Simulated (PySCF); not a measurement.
SMILES [Cl][SnH]([Cl])[CH3] (CH4Cl2Sn), singlet at its PBE0/def2-SVP optimised geometry (Å):

```
8

Sn     0.2156    -1.2284     0.0000
C     -0.8513     0.6151     0.0000
Cl    -0.4708    -2.4562     1.8843
Cl    -0.4672    -2.4585    -1.8842
H      1.9228    -1.2284     0.0000
H     -0.5259     1.2284     0.8514
H     -0.6617     1.1478    -0.9418
H     -1.9228     0.3928     0.0917
```

Computed with PBE0/def2-TZVP, def2 effective core potentials past Kr in PySCF 2.14.0. The core electrons that the potentials of Sn replace are not part of the density. Cells within 0.4 Å of a nucleus heavier than hydrogen are left out (blank, or x).

Map of the electron localisation function on the plane z = 0.0 Å:

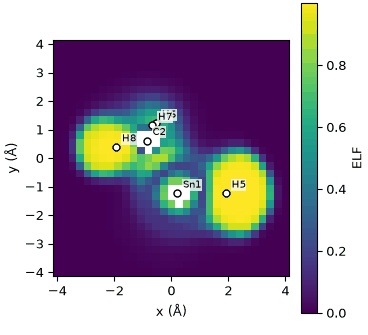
Fig. 1. Electron localisation function on the plane z = 0.0 Å.
